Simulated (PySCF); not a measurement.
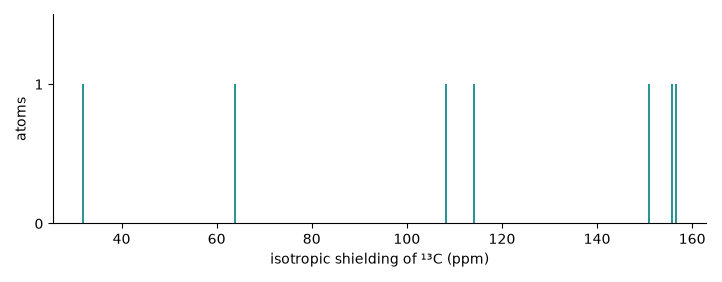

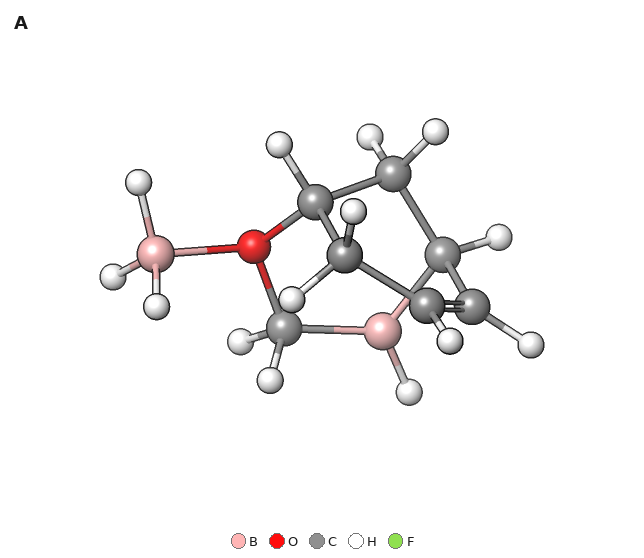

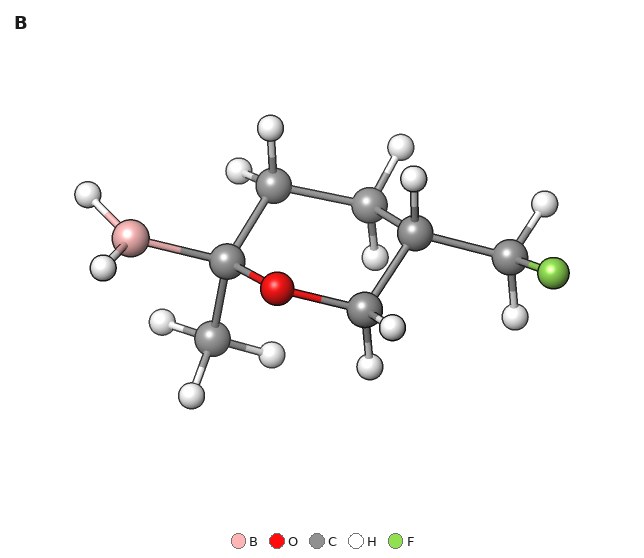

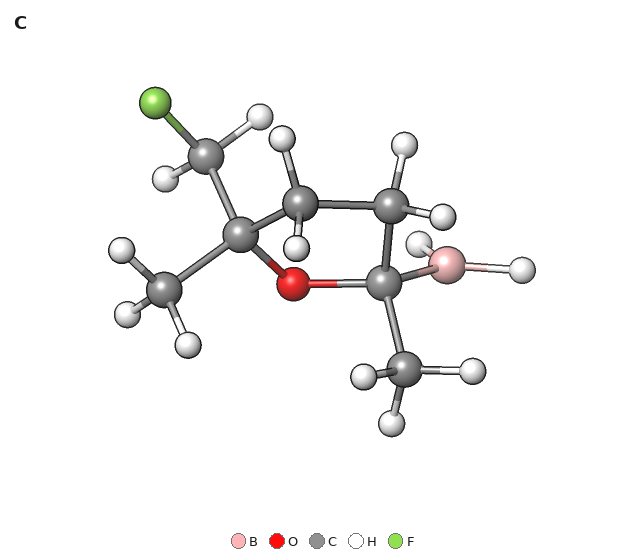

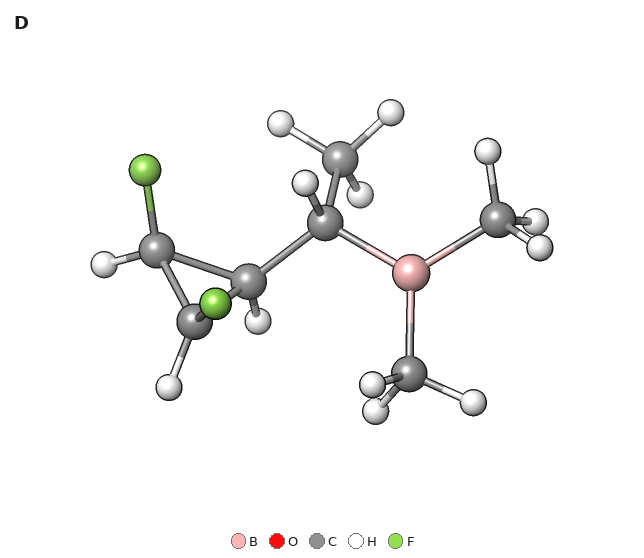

The sticks are computed shieldings of one of the molecules, for one fixed geometry (GFN2-xTB) without averaging over rotations. Low shielding means a high chemical shift. Method: GIAO PBE0/pcSseg-1 NMR shielding, non-relativistic, gas phase (PySCF 2.14.0).

### Match the spectrum to a structure.

A, `[BH3-][O+]1CB[C@@H]2C=CC[C@H]1C2`. Its 7 C atoms give lines at 31.9, 63.9, 108.3, 114.1, 150.9, 155.9, 156.6 ppm.

The geometry is semi-empirical. Around B such bond lengths and angles can be off by a tenth of an ångström or more and by several degrees, and values that hang on the shape move with them.
